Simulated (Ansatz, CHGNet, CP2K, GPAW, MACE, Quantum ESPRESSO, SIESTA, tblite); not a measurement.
# Random packing of C68N32 (at. %) (79 atoms) in Quantum ESPRESSO, part 2 of 2

Aim: run random packing of C68N32 (at. %) (79 atoms) in Quantum ESPRESSO and see how near its forces come to a plane-wave reference, and at what cost.

Program: Quantum ESPRESSO 7.5; the method stands at each step. Banners, paths, timers and routine set-up lines are dropped from the logs unmarked, and long logs keep their key lines alone; longer cuts are marked.

So far. Step 2 (PBE, sssp-1.3.0-efficiency, 60/480 Ry): Forces lie 0.39 % from the reference's, at 14 times its CPU time (on 2 against 8 cores). Step 3 (PBE, gbrv-1.5, 40/200 Ry): Against the first run (0.39 %), the force difference from the reference is 0.61 %, at 0.28 times the CPU time.

## 4. PBE+D3(BJ), sssp-1.3.0-efficiency, 60/480 Ry

Method: Kohn-Sham DFT, PBE+D3(BJ), SSSP efficiency 1.3.0 pseudopotentials, plane waves.

The pseudopotential files are exchanged too: ./pseudo now holds the set sssp-pbe-1.3.0-efficiency.

pw.in

```
&control
  calculation = 'scf'
  pseudo_dir = './pseudo'
  outdir = './tmp'
  disk_io = 'none'
  tprnfor = .true.
  tstress = .true.
/
&system
  ibrav = 0
  nat = 79
  ntyp = 2
  ecutwfc = 60
  ecutrho = 480
  nosym = .true.
  occupations = 'smearing'
  smearing = 'fd'
  degauss = 0.003675
  vdw_corr = 'dft-d3'
  dftd3_version = 4
  dftd3_threebody = .false.
/
&electrons
  conv_thr = 4.0e-07
  electron_maxstep = 100
  mixing_beta = 0.2
  mixing_mode = 'local-TF'
  diagonalization = 'david'
/
ATOMIC_SPECIES
C 12.011 C.upf
N 14.007 N.upf
CELL_PARAMETERS angstrom
8.88940 0.00000 0.00000
0.00000 8.88940 0.00000
0.00000 0.00000 8.88940
ATOMIC_POSITIONS crystal
[... 79 atom lines left out: the same atoms as in the first run ...]
K_POINTS gamma
```

Started as:

```bash
OMP_NUM_THREADS=1 mpirun -np 2 pw.x -in pw.in > output.txt
```

What it wrote:

```text
[banner, memory and clock lines left out]
Program PWSCF
     gamma-point specific algorithms are used
     bravais-lattice index     =            0
     lattice parameter (alat)  =      16.7985  a.u.
     unit-cell volume          =    4740.3886 (a.u.)^3
[... lines left out ...]
     total energy              =   -1480.70948681 Ry
[... lines left out ...]
     c_bands:  2 eigenvalues not converged
[... lines left out ...]
     c_bands:  1 eigenvalues not converged
[... lines left out ...]
     c_bands:  1 eigenvalues not converged
[... lines left out ...]
     total energy              =   -1480.73717280 Ry
[... lines left out ...]
     total energy              =   -1480.73717283 Ry
[... lines left out ...]
     the Fermi energy is     6.8280 ev
!    total energy              =   -1480.73717294 Ry
[... lines left out ...]
     internal energy E=F+TS    =   -1480.71147580 Ry
     The total energy is F=E-TS. E is the sum of the following terms:
     one-electron contribution =     -48.26887359 Ry
     hartree contribution      =     215.40252573 Ry
     xc contribution           =    -360.12590178 Ry
     ewald contribution        =    -952.76545031 Ry
     DFT-D3 Dispersion         =      -0.86906098 Ry
     one-center paw contrib.   =    -334.08471487 Ry
     convergence has been achieved in  18 iterations
     Forces acting on atoms (cartesian axes, Ry/au):
     atom    1 type  1   force =     0.03597181   -0.07824872    0.09459957
     atom    2 type  1   force =     0.06045502   -0.07223181    0.08019708
     atom    3 type  1   force =     0.19155279   -0.02105189    0.05478746
[...]
atom   78 type  2   force =    -0.07845072   -0.03089762   -0.01072809
     atom   79 type  2   force =    -0.00877535    0.11656934    0.05799222
     Total force =     1.144852     Total SCF correction =     0.000554
     Computing stress (Cartesian axis) and pressure
          total   stress  (Ry/bohr**3)                   (kbar)     P=     -243.20
  -0.00141165   0.00000614   0.00009197         -207.66        0.90       13.53
   0.00000614  -0.00201803   0.00006641            0.90     -296.86        9.77
   0.00009197   0.00006641  -0.00153014           13.53        9.77     -225.09
     Message from routine punch:
     Nothing written, as per user request (disk_io='none')
```

Elapsed: 2.5 min, on 2 MPI ranks of Arm Neoverse V2, shared host; peak memory 1.8 GiB; 4.9 min of CPU time.

Numbers from this run, and their distance from the reference:

```yaml
r_m_s_force_component: 1.912 eV/Å
r_m_s_difference_of_force_components: 106.3 meV/Å
longest_difference_of_force_vectors: 469.1 meV/Å
force_difference_over_r_m_s_force: 5.434 %
slope_of_forces_against_the_reference_s: 0.9757
correlation_of_force_components: 0.9988
pressure: -24.32 GPa
pressure_difference: -0.4295 GPa
```

Against the first run (0.39 %), the force difference from the reference is 5.4 %, at 0.87 times the CPU time; the model has changed, so this is no error of the program alone.

## 5. The ladder

Differences are against the plane-wave reference, forces as r.m.s. over components; share is that over the reference's r.m.s. force, slope the least-squares factor from reference forces to these. Total energies of different programs have different zeros and aren't compared.

| run | Δ force, r.m.s. (meV/Å) | share (%) | slope | Δ pressure (GPa) | cores | CPU time | memory (GiB) |
| --- | --- | --- | --- | --- | --- | --- | --- |
| reference | - | - | - | - | 8 | 24 s | 0.85 |
| QE PBE, sssp-1.3.0-efficiency, 60/480 Ry | 7.62 | 0.390 | 0.998 | -0.247 | 2 | 5.6 min | 1.7 |
| QE PBE, gbrv-1.5, 40/200 Ry | 11.9 | 0.608 | 0.999 | -0.164 | 2 | 96 s | 0.58 |
| QE PBE+D3(BJ), sssp-1.3.0-efficiency, 60/480 Ry | 106 | 5.43 | 0.976 | -0.429 | 2 | 4.9 min | 1.8 |

CPU time is summed over cores on a shared host, where runs went side by side, so it is rough. Symmetry, cutoffs, thresholds, outputs and thread counts weren't matched or tuned between programs; memory under MPI is the largest rank's times the ranks.

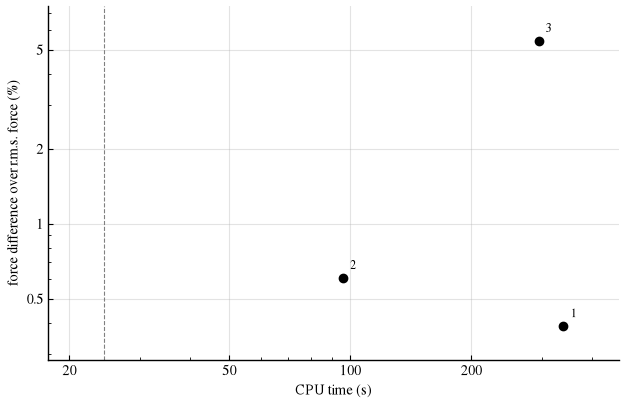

Force difference against CPU time; the dashed line marks the reference's time. Points: 1 QE PBE, sssp-1.3.0-efficiency, 60/480 Ry; 2 QE PBE, gbrv-1.5, 40/200 Ry; 3 QE PBE+D3(BJ), sssp-1.3.0-efficiency, 60/480 Ry.

## 6. Summary of results

```
nearest in forces : QE PBE, sssp-1.3.0-efficiency, 60/480 Ry, 0.39 %
its CPU time      : 5.6 min
```

**Reading.** PBE on plane waves or a grid with other potentials, cutoffs or grids differs from the reference by 0.39 % (QE PBE, sssp-1.3.0-efficiency, 60/480 Ry) to 0.61 % (QE PBE, gbrv-1.5, 40/200 Ry) of the r.m.s. force; this holds the reference's own error, so differences of a few per cent don't tell which side is nearer the exact PBE result (QE's 60 Ry are 816 eV, against the reference's 420 eV). Rows with another functional or a dispersion term differ by 5.4 % (QE PBE+D3(BJ), sssp-1.3.0-efficiency, 60/480 Ry), which mixes the change of model with differences of basis and potentials. None of the electronic-structure runs in the table takes under half the reference's CPU time of 24 s; they take 3.9 to 14 times as much. The electron count is odd in these runs, and they have no spin polarisation, so the unpaired electron is spread evenly over both spins. The reference's stress is far from hydrostatic: its diagonal is -20.3, -29.3, -22.1 GPa, compression counted positive. The reference's pressure of -24 GPa says that the cell would shrink at this level of theory. The electron count is odd and the run has no spin polarisation, so levels at the top are partly filled by construction. The electronic-structure runs sample only Γ, in a cell whose shortest periodic width is 9 Å, which is coarse for a cell with partly filled levels.

[Also dropped from logs without a mark: logging warnings of Python, and SIESTA's first energy breakdown and zero terms.]

[Logs are printed without paths, hosts, clocks, repeated set-up lines and the standing remarks that a program may print on its own settings, such as how far it seeks lower states.]

[Hosts, paths, dates, database ids (printed as entryN), source tags and the programs' standing remarks are cut or masked in the printed files.]
